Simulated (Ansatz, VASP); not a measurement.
# ZnO (zincite) in two plane-wave programs, part 2 of 3

Wanted: the spread between two codes on one cell, functional and k mesh.  The cell comes out of the VASP series on this material, whose earlier steps may have relaxed, scaled or displaced it; both programs get it as it stands.

VASP 6.6.1 and Ansatz 0.2.0.

So far: Set-up; Ansatz: band structure, r2SCAN with rVV10.

## Step 3: VASP: band structure, r2SCAN with rVV10

Level of this step: r2SCAN with rVV10; plane waves and PAW (Zn, O) (VASP).

The same cell, functional, mesh and smearing now go to VASP, with its own data sets and cutoff.

Lines of VASP's logs that name or quote its potential files are left out, and so is its time.

Input file INCAR:

```
SYSTEM = ZnO
PREC = Accurate
ENCUT = 520
EDIFF = 1E-06
NELM = 100
ISMEAR = 0
SIGMA = 0.05
LREAL = .FALSE.
ALGO = Normal
METAGGA = R2SCAN
LUSE_VDW = .TRUE.
IVDW_NL = 2
BPARAM = 11.95
CPARAM = 0.0093
LASPH = .TRUE.
NBANDS = 32
LORBIT = 11
LWAVE = .FALSE.
LCHARG = .FALSE.
KPAR = 4
```

Input file POSCAR:

```
ZnO
1.0
    3.2335807289      0.0000000000      0.0000000000
   -1.6167903645      2.8003630564      0.0000000000
    0.0000000000      0.0000000000      5.2065965983
Zn O
2 2
Direct
    0.3333333333      0.6666666667      0.4994298289
    0.6666666667      0.3333333333      0.9994298289
    0.6666666667      0.3333333333      0.3795801711
    0.3333333333      0.6666666667      0.8795801711
```

Input file KPOINTS:

```
Automatic mesh
0
Gamma
8 8 5
0 0 0
```

Input file KPOINTS_OPT:

```
Line mode
16
Line-mode
Reciprocal
  0.00000000   0.00000000   0.00000000 GAMMA
  0.50000000   0.00000000   0.00000000 M

  0.50000000   0.00000000   0.00000000 M
  0.33333333   0.33333333   0.00000000 K

  0.33333333   0.33333333   0.00000000 K
  0.00000000   0.00000000   0.00000000 GAMMA

  0.00000000   0.00000000   0.00000000 GAMMA
  0.00000000   0.00000000   0.50000000 A

  0.00000000   0.00000000   0.50000000 A
  0.50000000   0.00000000   0.50000000 L

  0.50000000   0.00000000   0.50000000 L
  0.33333333   0.33333333   0.50000000 H

  0.33333333   0.33333333   0.50000000 H
  0.00000000   0.00000000   0.50000000 A

  0.50000000   0.00000000   0.50000000 L
  0.50000000   0.00000000   0.00000000 M

  0.33333333   0.33333333   0.00000000 K
  0.33333333   0.33333333   0.50000000 H
```

The projector-augmented-wave data sets are Zn and O (PBE family, release 64).

On the command line:

```console
mpirun -np 4 vasp_std
```

Numbers of over 12 decimals in the logs are rounded to 6 here.

Log:

```text
[banner, memory and clock lines left out]
running    4 mpi-ranks, on    1 nodes
 distrk:  each k-point on    1 cores,    4 groups
 distr:  one band on    1 cores,    1 groups

 POSCAR found type information on POSCAR ZnO
 POSCAR found :  2 types and       4 ions
|                                                                             |
|               ----> ADVICE to this user running VASP <----                  |
|                                                                             |
|     You have switched on vdW-DFT.                                           |
|     This routine was written and supplied by Jiri Klimes. We recommend      |
|     that you carefully read and cite the following publications:            |
|       J. Klimes, D.R. Bowler, A. Michelides                                 |
|          J. Phys.: Cond Matt. 22 022201 (2010)                              |
|       J. Klimes, D.R. Bowler, A. Michelides                                 |
|          Phys. Rev. B. 83, 195131 (2011)                                    |
|     and references therein.                                                 |
|                                                                             |

|                                                                             |
|               ----> ADVICE to this user running VASP <----                  |
|                                                                             |
|     You enforced a specific xc type in the INCAR file but a different       |
|     [... a line on the potential file left out ...]
|     I HOPE YOU KNOW WHAT YOU ARE DOING!                                     |
|                                                                             |

 LDA part: xc-table for (None), standard interpolation
 POSCAR, INCAR and KPOINTS ok, starting setup
 FFT: planning ... GRIDC
 FFT: planning ... GRID_SOFT
 FFT: planning ... GRID
 WAVECAR not read
 entering main loop
       N       E                     dE             d eps       ncg     rms          rms(c)
Total rVV10 correction in eV:      0.9957167    37.3237487
Total rVV10 correction in eV:      0.9957167    37.3237487
Total rVV10 correction in eV:      0.9957167    37.3237487
Total rVV10 correction in eV:      0.9957167    37.3237487
DAV:   1     0.279614133189E+03    0.27961E+03   -0.17601E+04  2080   0.168E+03
DAV:   2    -0.112491874362E+02   -0.29086E+03   -0.26405E+03  1944   0.387E+02
DAV:   3    -0.448581562208E+02   -0.33609E+02   -0.33116E+02  2296   0.123E+02
DAV:   4    -0.454731144883E+02   -0.61496E+00   -0.61450E+00  2096   0.175E+01
DAV:   5    -0.454753136721E+02   -0.21992E-02   -0.21992E-02  2296   0.109E+00    0.144E+01
Total rVV10 correction in eV:      1.0360182    37.3237503
Total rVV10 correction in eV:      1.0360182    37.3237503
Total rVV10 correction in eV:      1.0360182    37.3237503
Total rVV10 correction in eV:      1.0360182    37.3237503
DAV:   6    -0.349990287423E+02    0.10476E+02   -0.28111E+00  2416   0.528E+01    0.103E+01
Total rVV10 correction in eV:      1.0528301    37.3237502
Total rVV10 correction in eV:      1.0528301    37.3237502
Total rVV10 correction in eV:      1.0528301    37.3237502
Total rVV10 correction in eV:      1.0528301    37.3237502
DAV:   7    -0.352465291389E+02   -0.24750E+00   -0.33299E+00  2096   0.152E+01    0.507E+00
Total rVV10 correction in eV:      1.0519821    37.3237502
Total rVV10 correction in eV:      1.0519821    37.3237502
Total rVV10 correction in eV:      1.0519821    37.3237502
Total rVV10 correction in eV:      1.0519821    37.3237502
DAV:   8    -0.352659499883E+02   -0.19421E-01   -0.19921E-01  2824   0.472E+00    0.252E+00
Total rVV10 correction in eV:      1.0649347    37.3237502
Total rVV10 correction in eV:      1.0649347    37.3237502
Total rVV10 correction in eV:      1.0649347    37.3237502
Total rVV10 correction in eV:      1.0649347    37.3237502
DAV:   9    -0.352508336173E+02    0.15116E-01   -0.55534E-02  2080   0.204E+00    0.343E-01
Total rVV10 correction in eV:      1.0650914    37.3237502
Total rVV10 correction in eV:      1.0650914    37.3237502
Total rVV10 correction in eV:      1.0650914    37.3237502
Total rVV10 correction in eV:      1.0650914    37.3237502
DAV:  10    -0.352499375718E+02    0.89605E-03   -0.97699E-03  2680   0.115E+00    0.101E-01
Total rVV10 correction in eV:      1.0648579    37.3237502
Total rVV10 correction in eV:      1.0648579    37.3237502
Total rVV10 correction in eV:      1.0648579    37.3237502
Total rVV10 correction in eV:      1.0648579    37.3237502
DAV:  11    -0.352504298596E+02   -0.49229E-03   -0.27799E-03  2160   0.443E-01    0.847E-02
Total rVV10 correction in eV:      1.0651077    37.3237502
Total rVV10 correction in eV:      1.0651077    37.3237502
Total rVV10 correction in eV:      1.0651077    37.3237502
Total rVV10 correction in eV:      1.0651077    37.3237502
DAV:  12    -0.352502315496E+02    0.19831E-03   -0.17666E-04  2192   0.126E-01    0.237E-02
Total rVV10 correction in eV:      1.0651895    37.3237502
Total rVV10 correction in eV:      1.0651895    37.3237502
Total rVV10 correction in eV:      1.0651895    37.3237502
Total rVV10 correction in eV:      1.0651895    37.3237502
DAV:  13    -0.352502299366E+02    0.16130E-05   -0.32481E-05  2216   0.393E-02    0.991E-03
Total rVV10 correction in eV:      1.0652862    37.3237502
Total rVV10 correction in eV:      1.0652862    37.3237502
Total rVV10 correction in eV:      1.0652862    37.3237502
Total rVV10 correction in eV:      1.0652862    37.3237502
DAV:  14    -0.352502256871E+02    0.42495E-05   -0.98736E-06  2272   0.249E-02    0.544E-03
Total rVV10 correction in eV:      1.0652847    37.3237502
Total rVV10 correction in eV:      1.0652847    37.3237502
Total rVV10 correction in eV:      1.0652847    37.3237502
Total rVV10 correction in eV:      1.0652847    37.3237502
DAV:  15    -0.352502253379E+02    0.34920E-06   -0.55437E-07  1152   0.671E-03
Total rVV10 correction in eV:      1.0652801    37.3237502
Total rVV10 correction in eV:      1.0652801    37.3237502
Total rVV10 correction in eV:      1.0652801    37.3237502
Total rVV10 correction in eV:      1.0652801    37.3237502
Total rVV10 correction in eV:      1.0652949    37.3237502
Total rVV10 correction in eV:      1.0652949    37.3237502
Total rVV10 correction in eV:      1.0652949    37.3237502
Total rVV10 correction in eV:      1.0652949    37.3237502
   1 F= -.35250225E+02 E0= -.35250225E+02  d E =-.391661E-12
 Start KPOINTS_OPT (optional k-point list driver)
k-point batch [1-30\144]
       N       E                     dE             ncg
DAV:   1     0.471911617991E+04   -0.25563E+05     1992
DAV:   2    -0.404869742676E+04   -0.87678E+04     1920
DAV:   3    -0.502797058499E+04   -0.97927E+03     2328
DAV:   4    -0.504586523374E+04   -0.17895E+02     2104
DAV:   5    -0.504591793916E+04   -0.52705E-01     2336
DAV:   6    -0.504591820047E+04   -0.26131E-03     2120
DAV:   7    -0.504591820234E+04   -0.18698E-05     1920
DAV:   8    -0.504591820241E+04   -0.75285E-07     1432
[...]
k-point batch [121-144\144]
       N       E                     dE             ncg
DAV:   1     0.121160124269E+05   -0.31655E+05     1592
DAV:   2     0.510971149254E+04   -0.70063E+04     1536
DAV:   3     0.432423180362E+04   -0.78548E+03     1832
DAV:   4     0.430997011308E+04   -0.14262E+02     1720
DAV:   5     0.430992880308E+04   -0.41310E-01     1848
DAV:   6     0.430992859428E+04   -0.20880E-03     1744
DAV:   7     0.430992859273E+04   -0.15440E-05     1600
DAV:   8     0.430992859270E+04   -0.38938E-07     1120
```

OUTCAR, selected parts (step 3):

```text
ion  position               nearest neighbor table
   1  0.333  0.667  0.499-   3 1.97   3 1.97   3 1.97   4 1.98
   2  0.667  0.333  0.999-   4 1.97   4 1.97   4 1.97   3 1.98
   3  0.667  0.333  0.380-   1 1.97   1 1.97   1 1.97   2 1.98
   4  0.333  0.667  0.880-   2 1.97   2 1.97   2 1.97   1 1.98

  LATTYP: Found a hexagonal cell.
 ALAT       =     3.2335807289
 C/A-ratio  =     1.6101644075

 Subroutine GETGRP returns: Found 12 space group operations
 (whereof  6 operations were pure point group operations)

The static configuration has the point symmetry C_3v.
 The point group associated with its full space group is C_6v.

 Found     30 irreducible k-points:

   k-points           NKPTS =     30   k-points in BZ     NKDIM =     30   number of bands    NBANDS=     32

   dimension x,y,z NGX =    24 NGY =   24 NGZ =   40
   dimension x,y,z NGXF=    48 NGYF=   48 NGZF=   80

   ENCUT  =  520.0 eV  38.22 Ry    6.18 a.u.   6.01  6.01  9.68*2*pi/ulx,y,z

   NELECT =      36.0000    total number of electrons

 k-points in reciprocal lattice and weights: Automatic mesh
   0.00000000  0.00000000  0.00000000       0.003
   0.12500000  0.00000000  0.00000000       0.019
   0.25000000  0.00000000  0.00000000       0.019
   0.37500000  0.00000000  0.00000000       0.019
   0.50000000  0.00000000  0.00000000       0.009
   0.12500000  0.12500000  0.00000000       0.019
   0.25000000  0.12500000  0.00000000       0.038
   0.37500000  0.12500000  0.00000000       0.038
   0.25000000  0.25000000  0.00000000       0.019
[...]
0.25000000  0.25000000  0.40000000       0.038
   0.37500000  0.25000000  0.40000000       0.038

 average (electrostatic) potential at core
       1 -41.2520       2 -41.2520       3 -76.8583       4 -76.8583

 E-fermi :   1.1470

 k-point     1 :       0.0000    0.0000    0.0000
  band No.  band energies     occupation
    ...
     14       0.1068      2.00000
     15       0.1069      2.00000
     16       0.8236      2.00000
     17       0.9238      2.00000
     18       0.9239      2.00000
     19       2.1035      0.00000
     20       6.7590      0.00000
     21       9.7045      0.00000
     22      14.6222      0.00000
     23      14.6224      0.00000
    ...

 k-point     2 :       0.1250    0.0000    0.0000
  band No.  band energies     occupation
    ...
     14      -0.4433      2.00000
     15      -0.1055      2.00000
     16       0.1666      2.00000
     17       0.7169      2.00000
     18       0.8080      2.00000
     19       3.0773      0.00000
     20       7.4020      0.00000
     21       9.6774      0.00000
     22      13.1032      0.00000
     23      14.7970      0.00000
    ...

 k-point     3 :       0.2500    0.0000    0.0000
  band No.  band energies     occupation
    ...
     14      -1.6037      2.00000
     15      -0.7826      2.00000
     16      -0.6207      2.00000
     17       0.3919      2.00000
     18       0.5106      2.00000
     19       4.6059      0.00000
     20       8.6410      0.00000
     21       9.5758      0.00000
     22      11.1920      0.00000
     23      13.3516      0.00000
    ...

  Total       -0.0004291     -0.0004291     -0.0081665      0.0000000      0.0000000      0.0000000
  in kB       -0.0145811     -0.0145811     -0.2775189      0.0000000      0.0000000      0.0000000
  external PRESSURE =      -0.1022270 kB  Pullay stress =       0.0000000 kB

  energy-cutoff  :      520.00
  volume of cell :       47.15
      direct lattice vectors                 reciprocal lattice vectors
     3.233580729  0.000000000  0.000000000     0.309254688  0.178548277  0.000000000
    -1.616790364  2.800363056  0.000000000     0.000000000  0.357096555  0.000000000
     0.000000000  0.000000000  5.206596598     0.000000000  0.000000000  0.192064044

 POSITION                                       TOTAL-FORCE (eV/Angst)
 -----------------------------------------------------------------------------------
     -0.00000      1.86691      2.60033        -0.000000     -0.000000      0.007326
      1.61679      0.93345      5.20363         0.000000      0.000000      0.007326
      1.61679      0.93345      1.97632        -0.000000     -0.000000     -0.007326
     -0.00000      1.86691      4.57962        -0.000000      0.000000     -0.007326
 -----------------------------------------------------------------------------------
    total drift:                                0.000001      0.000001     -0.068795

  FREE ENERGIE OF THE ION-ELECTRON SYSTEM (eV)
  ---------------------------------------------------
  free  energy   TOTEN  =       -35.2502253379 eV

  energy  without entropy=      -35.2502253379  energy(sigma->0) =      -35.25022534

 total charge
# of ion       s       p       d       tot
------------------------------------------
    1        0.439   0.489   9.923  10.851
    2        0.439   0.489   9.923  10.851
    3        1.552   3.486   0.000   5.038
    4        1.552   3.486   0.000   5.038
--------------------------------------------------
tot          3.983   7.951  19.845  31.779

[... 3 further parts left out ...]
```

The run ends at a pressure of -0.01 GPa, with forces up to 0.0073 eV/Å.

## Step 4: Comparison

Known differences besides the PAW data sets themselves: VASP keeps PBE cores, Ansatz makes them for the functional; the cutoff is 500 eV in Ansatz and 520 eV in VASP. Total energies have different zeros and are not compared.

The two programs side by side:

| quantity | Ansatz | VASP | difference |
| --- | --- | --- | --- |
| pressure (GPa) | -1.08 | -0.01 | -1.07 |
| gap over the path points (eV) | 1.181 | 1.180 | +0.001 |

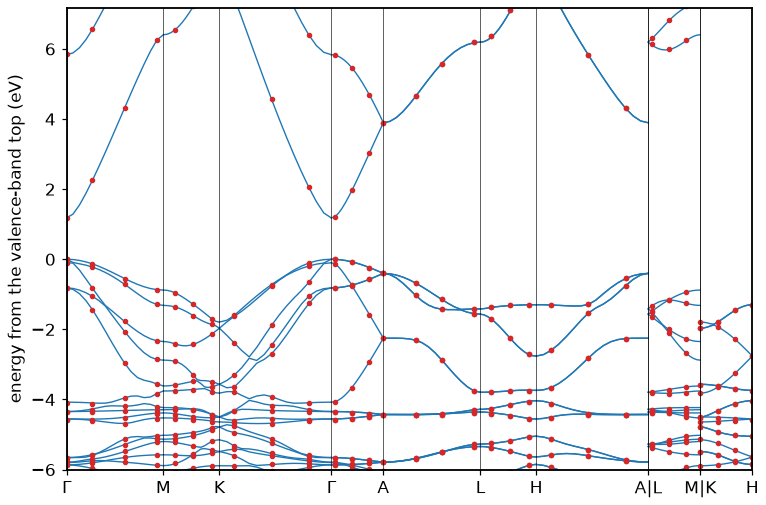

Bands from VASP (lines) and levels from Ansatz (dots). Dots without a line are higher empty bands that the VASP plot leaves out.

Levels at points of the path, from each program's valence-band top (eV; 4 filled, then empty):

| k (reciprocal lattice) | Ansatz | VASP |
| --- | --- | --- |
| 0.000 0.000 0.000 | -0.81 -0.10 0.00 0.00 1.18 5.85 8.78 | -0.82 -0.10 0.00 0.00 1.18 5.83 8.78 |
| 0.133 0.000 0.000 | -1.05 -0.82 -0.22 -0.13 2.25 6.57 8.75 | -1.06 -0.82 -0.22 -0.13 2.25 6.56 8.75 |
| 0.300 0.000 0.000 | -2.07 -1.77 -0.72 -0.55 4.32 8.05 8.60 | -2.06 -1.78 -0.72 -0.55 4.32 8.04 8.58 |
| 0.467 0.000 0.000 | -2.86 -2.32 -1.29 -0.87 6.26 7.45 8.06 | -2.86 -2.33 -1.29 -0.87 6.26 7.42 8.03 |
| 0.467 0.067 0.000 | -2.91 -2.41 -1.36 -0.95 6.54 7.43 8.05 | -2.91 -2.41 -1.36 -0.95 6.54 7.42 8.03 |
| 0.411 0.178 0.000 | -3.30 -2.43 -1.61 -1.29 7.21 7.99 8.08 | -3.31 -2.43 -1.61 -1.29 7.21 7.97 8.05 |
| 0.356 0.289 0.000 | -3.50 -2.13 -1.86 -1.70 8.06 8.12 8.45 | -3.50 -2.13 -1.86 -1.70 8.04 8.11 8.44 |
| 0.289 0.289 0.000 | -3.31 -2.39 -1.63 -1.60 7.46 8.09 8.82 | -3.30 -2.39 -1.63 -1.60 7.45 8.06 8.80 |
| 0.178 0.178 0.000 | -2.46 -1.88 -0.77 -0.72 4.56 8.15 8.99 | -2.45 -1.89 -0.77 -0.72 4.56 8.14 8.97 |
| 0.067 0.067 0.000 | -1.05 -0.66 -0.19 -0.11 2.05 6.40 8.76 | -1.05 -0.66 -0.19 -0.11 2.05 6.39 8.76 |

At this near-relaxed geometry the largest component of a force difference is 8 meV/Å. Among the levels compared (up to four filled and three empty ones at each point), filled levels agree within 10 meV and empty ones within 31 meV. Ansatz's pressure holds a Pulay correction of 0.10 GPa; VASP's holds none.

## Step 5: Looking for the cause

The difference is large enough to ask for its cause, so further runs change the set-up of one program at a time, as the table lists.

| run | difference in pressure (GPa) |
| --- | --- |
| as above | -1.1 |
| cores kept as stored, as VASP does | -1.1 |
| Ansatz's larger PAW set (cutoff 900 eV) | -0.97 |
| norm-conserving potentials (cutoff 1306 eV) | -1.1 |

(Part 2 of 3 ends here.)

[Lines on the potential files, build, host, timing and source positions are cut from VASP's logs without a mark.]

[Logs are printed without paths, hosts, clocks, repeated set-up lines and the standing remarks that a program may print on its own settings, such as how far it seeks lower states.]

[Hosts, paths, dates, database ids (printed as entryN), source tags and the programs' standing remarks are cut or masked in the printed files.]
